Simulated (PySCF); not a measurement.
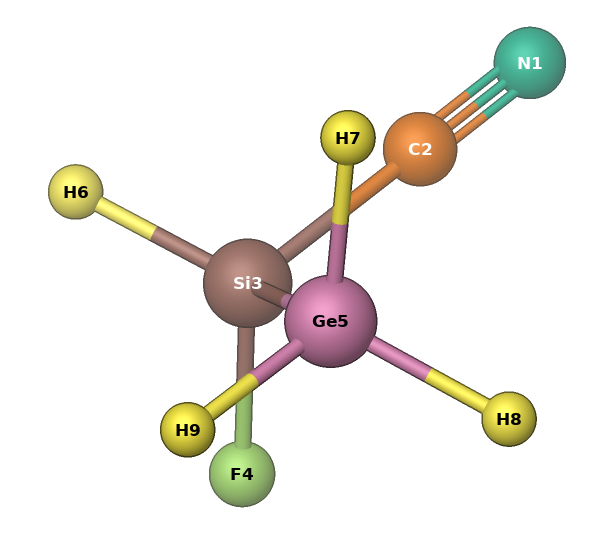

Si3 lies behind Ge5. The molecule seen a little off the Ge5–Si3 bond, Ge5 in front. Distant atoms are faded towards the background colour. The geometry was computed by an optimisation with PBE0-D3(BJ)/def2-SVP. No frequency run is at hand to confirm it as a minimum.

What is the torsion angle H7–Ge5–Si3–F4? The sign is positive where the front bond must turn clockwise to cover the back bond.

176°, antiperiplanar (anti). The bonds about Ge5–Si3 are staggered.
